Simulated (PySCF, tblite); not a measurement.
**C₅H₉N₂Si radical: geometry, infrared bands and EPR parameters**

Wanted: the infrared bands and EPR parameters of C₅H₉N₂Si radical (`[SiH3]CC1=C[N]CN=C1`), by calculation.

The runs use tblite 0.8.0 and PySCF 2.14.0, with density-fitted response routines of our own; the level of theory stands in each step. All values are computed, except where a source is named. Atoms are numbered from 0 throughout.

**1. The starting structure**

17 atoms, charge 0, multiplicity 2; geometry from: force field or distance geometry start.

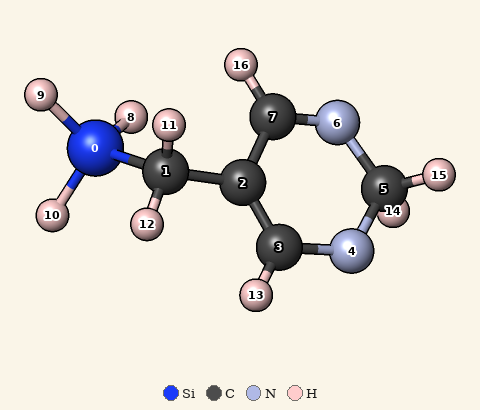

As it starts; silicon blue, carbon dark grey, nitrogen light blue, hydrogen pink, atoms numbered; sticks join atoms by distance.

**2. Relaxing the molecule with GFN2-xTB**

What the job is given:

```
{"job": {"kind": "relax", "xc": "GFN2-xTB", "basis": "xTB"}, "charge": 0, "multiplicity": 2}
Si    -2.494300     0.405400     0.192800
C     -1.284700    -0.995000     0.202500
C      0.128700    -0.475200     0.202600
C      0.975600    -0.750100    -0.772200
N      2.281500    -0.199100    -0.662600
C      2.691000     0.664600     0.431100
N      1.655100     0.888000     1.399600
C      0.480000     0.397400     1.345300
H     -1.897100     1.648400     0.697700
H     -3.658800    -0.037800     0.998700
H     -2.984600     0.691600    -1.170300
H     -1.433500    -1.630700     1.108300
H     -1.463400    -1.594900    -0.710300
H      0.697300    -1.402900    -1.606400
H      2.987200     1.633000    -0.061400
H      3.556200     0.154100     0.924500
H     -0.243000     0.615400     2.119500
```

On the command line:

```bash
$ OMP_NUM_THREADS=1 python probes_run.py task.json out
```

The driver reads the jobs from task.json and runs them one after another.

Output:

```text
step      E/eV     max force
  0    -619.48262    5.564
  1    -620.15405    1.486
  2    -620.27658    1.273
  3    -620.37330    0.722
  4    -620.40748    0.308
  5    -620.41551    0.274
  6    -620.42463    0.212
  7    -620.43136    0.253
  8    -620.43826    0.218
  9    -620.44198    0.134
 10    -620.44455    0.100
 11    -620.44667    0.135
 12    -620.44887    0.136
 13    -620.45082    0.115
 14    -620.45250    0.105
 15    -620.45408    0.113
 16    -620.45575    0.159
 17    -620.45748    0.145
 18    -620.45916    0.105
 19    -620.46071    0.098
 20    -620.46229    0.104
 21    -620.46422    0.133
 22    -620.46670    0.142
 23    -620.46960    0.119
 24    -620.47238    0.127
 25    -620.47462    0.140
 26    -620.47650    0.114
 27    -620.47826    0.088
 28    -620.47972    0.092
 29    -620.48093    0.117
 30    -620.48221    0.128
 31    -620.48392    0.117
 32    -620.48615    0.113
 33    -620.48857    0.111
 34    -620.49081    0.124
 35    -620.49281    0.135
 36    -620.49480    0.121
 37    -620.49684    0.105
 38    -620.49876    0.107
 39    -620.50072    0.129
 40    -620.50300    0.157
 41    -620.50563    0.137
 42    -620.50796    0.165
 43    -620.50457    0.189
 44    -620.51150    0.095
 45    -620.51304    0.104
 46    -620.51971    0.138
 47    -620.52206    0.142
 48    -620.52698    0.110
 49    -620.52915    0.111
 50    -620.53104    0.075
 51    -620.53208    0.071
 52    -620.53289    0.075
 53    -620.53360    0.069
 54    -620.53428    0.054
 55    -620.53475    0.059
 56    -620.53507    0.053
 57    -620.53535    0.052
 58    -620.53571    0.051
 59    -620.53607    0.050
 60    -620.53636    0.046
 61    -620.53658    0.034
 62    -620.53678    0.032
 63    -620.53701    0.035
 64    -620.53725    0.041
 65    -620.53745    0.034
 66    -620.53759    0.025
 67    -620.53767    0.018
 68    -620.53774    0.021
 69    -620.53783    0.025
 70    -620.53793    0.021
 71    -620.53804    0.025
 72    -620.53817    0.028
 73    -620.53833    0.036
 74    -620.53854    0.041
 75    -620.53880    0.040
 76    -620.53909    0.050
 77    -620.53944    0.057
 78    -620.53989    0.059
 79    -620.54048    0.063
 80    -620.54118    0.055
 81    -620.54187    0.050
 82    -620.54251    0.052
 83    -620.54309    0.058
 84    -620.54356    0.051
 85    -620.54387    0.042
 86    -620.54414    0.041
 87    -620.54436    0.027
 88    -620.54459    0.026
 89    -620.54469    0.021
 90    -620.54481    0.020
 91    -620.54486    0.014
 92    -620.54490    0.014
 93    -620.54494    0.016
 94    -620.54499    0.016
 95    -620.54504    0.015
 96    -620.54507    0.012
 97    -620.54509    0.008
```

Run time: 0.67 s. Hardware: 1 thread of Intel Xeon 6975P-C, shared host.

Along the way: (not every step is listed)

```tsv
step	energy from step 0 (eV)	largest force (eV/Å)
0	0.0000	5.5644
1	-0.6714	1.4859
2	-0.7940	1.2729
3	-0.8907	0.7219
4	-0.9249	0.3078
5	-0.9329	0.2735
6	-0.9420	0.2122
7	-0.9487	0.2528
8	-0.9556	0.2180
16	-0.9731	0.1591
24	-0.9898	0.1271
32	-1.0035	0.1128
40	-1.0204	0.1574
48	-1.0444	0.1095
56	-1.0525	0.0526
64	-1.0546	0.0409
72	-1.0556	0.0278
80	-1.0586	0.0553
88	-1.0620	0.0264
92	-1.0623	0.0145
93	-1.0623	0.0159
94	-1.0624	0.0162
95	-1.0624	0.0146
96	-1.0625	0.0117
97	-1.0625	0.0081
```

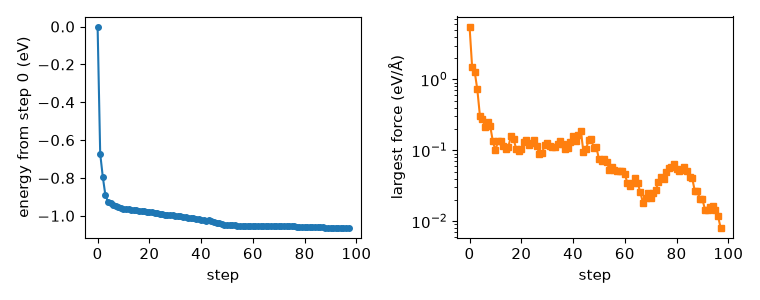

Energy and force, step by step.

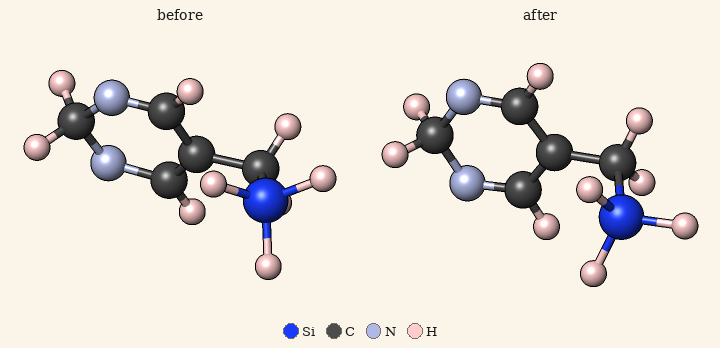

The geometry before (left) and after (right).

Distances of close pairs at the start and the end, largest changes first:

```tsv
bond	before (Å)	after (Å)	change (Å)
C3–N4	1.422	1.287	-0.135
C2–C3	1.320	1.417	+0.097
Si0–C1	1.850	1.927	+0.076
C2–C7	1.480	1.417	-0.063
C1–C2	1.506	1.469	-0.037
C1–H11	1.117	1.090	-0.026
N4–C5	1.453	1.427	-0.025
C5–H14	1.126	1.104	-0.022
```

The final coordinates are the input of the step that follows.

**3. Infrared spectrum with GFN2-xTB**

What the job is given:

```
{"job": {"kind": "ir", "xc": "GFN2-xTB", "basis": "xTB"}, "charge": 0, "multiplicity": 2}
Si    -2.533429     0.397176    -0.040544
C     -1.296432    -0.972519     0.512129
C      0.074136    -0.449778     0.431688
C      0.850318    -0.528951    -0.750966
N      2.039921    -0.054023    -0.872989
C      2.622776     0.599382     0.253951
N      1.879803     0.730763     1.465060
C      0.694713     0.231498     1.507886
H     -2.376238     1.540565     0.855881
H     -3.880435    -0.164392     0.057113
H     -2.223435     0.768095    -1.420164
H     -1.536778    -1.269497     1.533260
H     -1.418178    -1.837214    -0.140596
H      0.437957    -1.021705    -1.626658
H      2.930016     1.610516    -0.064619
H      3.568818     0.082998     0.493533
H      0.159468     0.349117     2.445585
```

Output:

```text
mode    cm-1     km/mol
  1      55.7      0.01
  2      68.8      0.72
  3     111.7      0.06
  4     130.0      5.98
  5     310.7      8.10
  6     315.9      0.07
  7     334.2      0.00
  8     470.9      2.10
  9     510.4     32.39
 10     524.1     32.02
 11     569.0     37.23
 12     598.6     15.65
 13     695.1     49.35
 14     763.6     72.13
 15     773.3    276.34
 16     779.3    378.04
 17     795.6    137.40
 18     810.8      8.46
 19     842.6      0.62
 20     909.1      0.07
 21     961.6      3.00
 22     973.8     20.37
 23     986.8      9.39
 24    1017.1     63.48
 25    1081.4      7.13
 26    1144.7      0.00
 27    1167.1    143.27
 28    1243.9     11.58
 29    1245.0     83.64
 30    1292.1      2.64
 31    1358.5    110.80
 32    1381.7      7.47
 33    1399.1     65.44
 34    1457.4      1.12
 35    1504.8     23.68
 36    1594.4      8.28
 37    2278.4    285.09
 38    2288.5    245.72
 39    2292.5    263.20
 40    2789.7     11.74
 41    2850.3     35.18
 42    2978.6     19.70
 43    2980.9     24.35
 44    3002.7     96.21
 45    3006.9     22.88
```

It took 0.48 s on 1 thread of Intel Xeon 6975P-C, shared host.

Which atoms move in the most intense modes:

```tsv
cm⁻¹	km/mol	atoms
773	276.3	H10 45 %, H8 44 %
779	378.0	H10 34 %, H8 29 %, H9 27 %
796	137.4	C1 24 %, H12 24 %, H11 24 %, H9 13 %
1167	143.3	H11 38 %, H12 38 %, C1 22 %
1358	110.8	C2 39 %, C3 14 %, C7 14 %
2278	285.1	H9 97 %
2288	245.7	H10 97 %
2292	263.2	H8 96 %
```

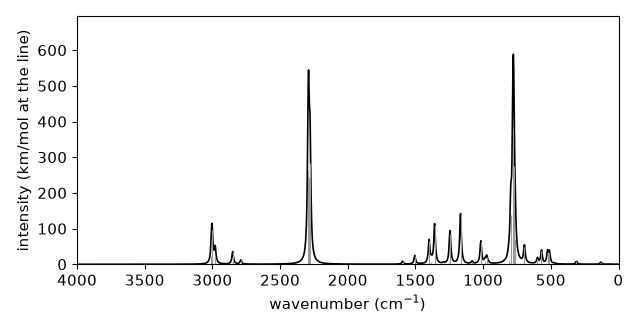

The infrared spectrum from these modes, unscaled. Lines are broadened to a width of 14 cm⁻¹ (Lorentzian).

**4. g tensor and hyperfine couplings: B3LYP/pcH-1**

Settings changed since step 3:

```diff
@@ -1,2 +1,2 @@
-{"job": {"kind": "ir", "xc": "GFN2-xTB", "basis": "xTB"}, "charge": 0, "multiplicity": 2}
+{"job": {"kind": "epr", "basis": "pcH-1"}, "charge": 0, "multiplicity": 2}
 Si    -2.533429     0.397176    -0.040544
```

With the program's defaults for keys left out, this is: UKS B3LYP, pcH-1 on C H N Si, non-relativistic, mean-field spin-orbit, GIAO.

Output:

```text
UKS, coarse grid
  cycle   1  E = -594.85771377  |g| = 3.28e-01
  cycle   2  E = -594.81967024  |g| = 4.46e-01
  cycle   3  E = -594.90232483  |g| = 1.27e-01
  cycle   4  E = -594.90867558  |g| = 5.23e-02
  cycle   5  E = -594.91021499  |g| = 1.09e-02
  cycle   6  E = -594.91034601  |g| = 5.55e-03
  cycle   7  E = -594.91039043  |g| = 2.84e-03
  cycle   8  E = -594.91040492  |g| = 7.71e-04
  cycle   9  E = -594.91040512  |g| = 4.30e-04
UKS, final grid
  cycle   1  E = -594.91031846  |g| = 5.16e-04
  cycle   2  E = -594.91031837  |g| = 7.09e-04
  cycle   3  E = -594.91031860  |g| = 1.32e-04
  cycle   4  E = -594.91031861  |g| = 4.45e-05
  cycle   5  E = -594.91031861  |g| = 2.69e-05
E = -594.91031861 Eh   <S^2> = 0.7796 (exact 0.7500)
g shifts (ppm)      1          2          3
  rmc          -197       -197       -197
  gc            -20         31         24
  oz_so         -56       1885       3268
  total        -273       1719       3095
hyperfine (MHz)  atom isotope    a_iso     a_fc   dipolar eigenvalues
    0  29Si     -78.39     -78.47    -13.37      6.20      7.17
    1   13C     -15.98     -15.98     -3.32     -0.92      4.24
    2   13C      49.69      49.84    -45.31    -43.92     89.23
    3   13C     -34.58     -34.60    -22.56      8.97     13.59
    4   14N      13.03      12.99    -15.87    -15.56     31.43
    5   13C     -33.23     -33.27     -2.52      0.42      2.11
    6   14N      13.04      12.99    -15.88    -15.56     31.44
    7   13C     -34.58     -34.61    -22.57      8.97     13.60
    8    1H      -2.56      -2.56     -1.91     -0.81      2.72
    9    1H      19.59      19.59     -1.39     -0.63      2.02
   10    1H      -2.56      -2.56     -1.89     -0.81      2.71
   11    1H      28.71      28.71     -2.74     -2.19      4.93
   12    1H      29.15      29.15     -2.75     -2.19      4.94
   13    1H       6.88       6.87     -4.25     -0.29      4.54
   14    1H     155.84     155.83     -4.62     -0.93      5.55
   15    1H     158.94     158.93     -4.62     -0.96      5.58
   16    1H       6.87       6.86     -4.25     -0.29      4.54
```

It took 79 s on 1 thread of Intel Xeon 6975P-C, shared host; peak memory 1.1 GiB.

Principal g values 2.00205, 2.00404, 2.00541; g(iso) = 2.00383, against 2.00232 for a free electron.

Mean a(iso) over the nuclei that a row names, and the largest dipolar term of the row (other rows stand at the frozen geometry):

```tsv
nuclei	isotope	a(iso) (MHz)	a(iso) (G, at g = 2.0023)	largest dipolar term (MHz)
H14, H15	1H	157.4	56.2	5.6
Si0	29Si	-78.4	-28.0	-13.4
C2	13C	49.7	17.7	89.2
C3, C7	13C	-34.6	-12.3	-22.6
C5	13C	-33.2	-11.9	-2.5
H11, H12	1H	28.9	10.3	4.9
C1	13C	-16.0	-5.7	4.2
N4, N6	14N	13.0	4.7	31.4
H13, H16	1H	6.9	2.5	4.5
H8, H9, H10	1H	4.8	1.7	2.7
```

Mulliken spin populations:

Si0 0.04; C1 -0.03; C2 0.56; C3 -0.18; N4 0.33; C5 -0.06; N6 0.33; C7 -0.18; H8 0.00; H9 0.01; H10 0.00; H11 0.01; H12 0.01; H13 0.01; H14 0.07; H15 0.07; H16 0.01

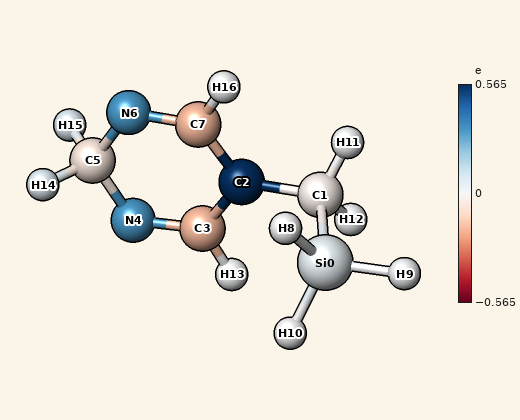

Mulliken spin populations, as colours on the atoms.

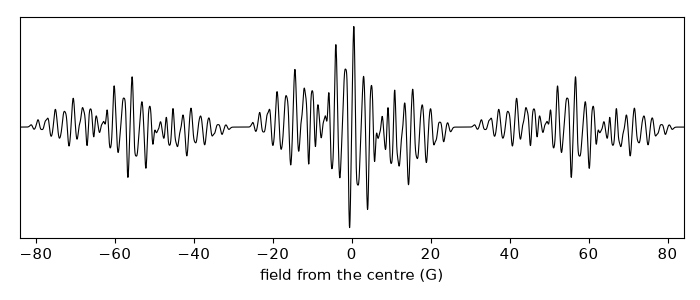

First-order isotropic spectrum (first derivative, main isotopes with spin only, couplings over 0.8 MHz, Gaussian width 0.4 G; couplings of the frozen geometry, rotation of groups not averaged beyond the rows shown).

The fields below are evaluated on a grid from the run's orbitals.

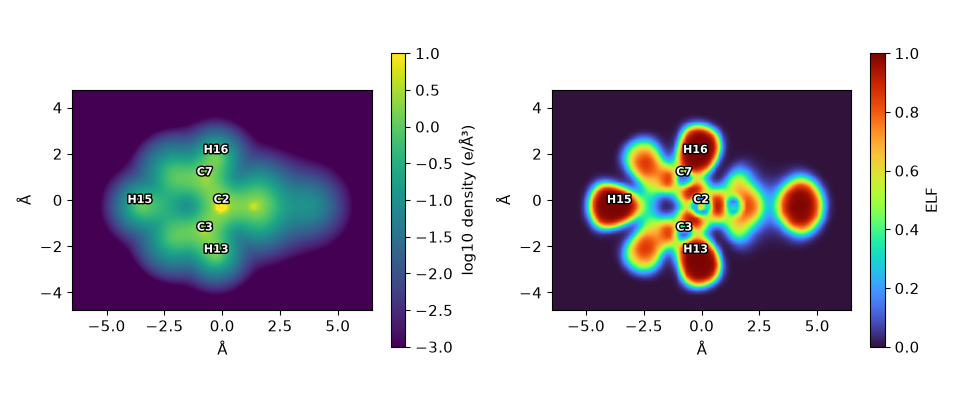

Density (left) and ELF (right) in a plane through or near 6 of the atoms.

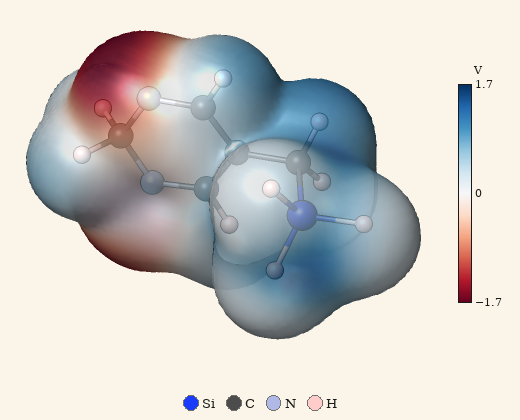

Electrostatic potential on the surface of density 0.002 e/bohr³; red is low, blue high. It runs from -1.70 V near N6 to 1.26 V near H10.

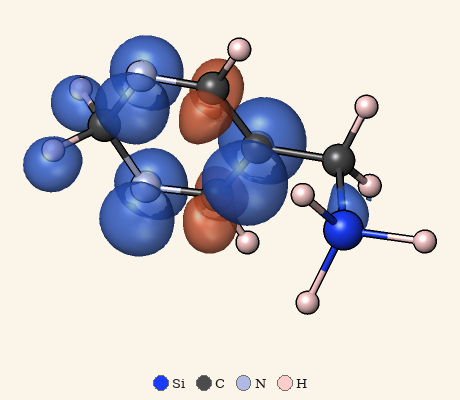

Spin density at ±0.03 e/Å³ (alpha excess blue, beta excess red).

**5. Outcome**

```
                                 quantity                      value
strongest single infrared mode (GFN2-xTB)       779 cm⁻¹, 378 km/mol
             zero-point energy (GFN2-xTB)              78.1 kcal/mol
                           g(iso) (B3LYP)                    2.00383
                                     ⟨S²⟩         0.780 (exact 0.75)
       largest a(iso) (averaged by class)  1H on H14, H15, 157.4 MHz
    surface potential, least and greatest         -1.70 V and 1.26 V
```

What this shows: The optimisation took 97 steps and gained 1.062 eV; among the close pairs (by a distance rule), C3–N4 changed most, from 1.422 to 1.287 Å. No mode is imaginary among the 45: a minimum at this level. The strongest single mode, at 779 cm⁻¹, has its largest shares on H10, H8 and H9 (the list is cut at 3 atoms). Unscaled tight-binding wavenumbers are off by several per cent, some by more. Its intensities can rank the bands wrongly. The largest share of the spin, 0.56 e, sits on C2. The isotropic g lies 1.5 ppt above the free-electron value.
